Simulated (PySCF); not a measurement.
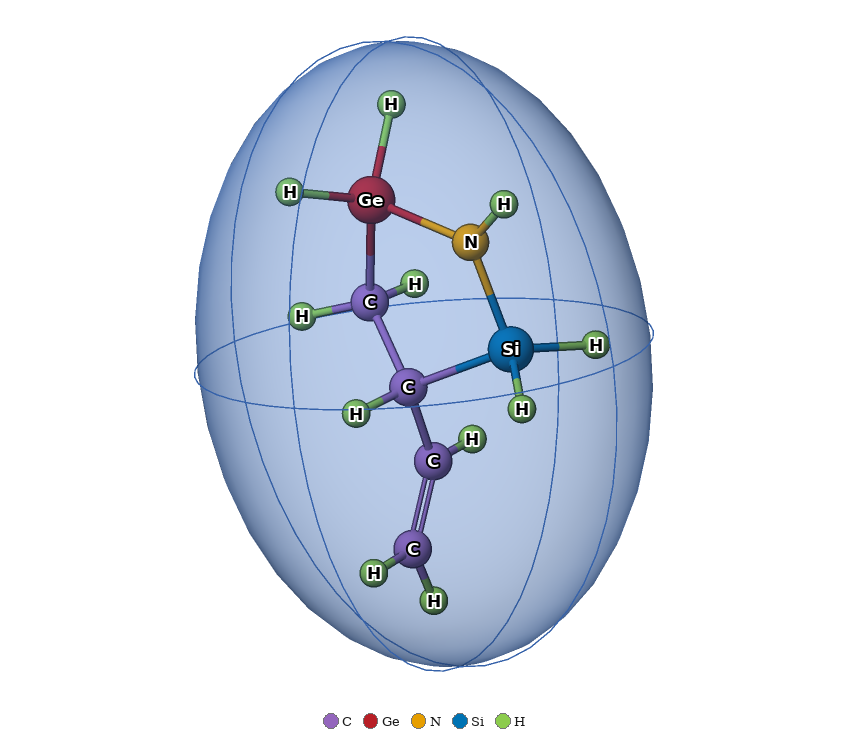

The ellipsoid shows the static dipole polarisability: its half-axes are proportional to the principal values. The computed structure is the end point of a GFN2-xTB optimisation. No frequency run is at hand to confirm it as a minimum. Level of theory: B3LYP/def2-SVPD (PySCF 2.14.0).

How large and how anisotropic is the polarisability?

Answer. Principal values 91.8, 101.4, 137.2 bohr³; mean 110.1 bohr³ (16.32 Å³); anisotropy 41.4 bohr³, so the longest axis is 1.49 times the shortest.

The geometry is semi-empirical. Around Ge, Si such bond lengths and angles can be off by a tenth of an ångström or more and by several degrees, and values that hang on the shape move with them.
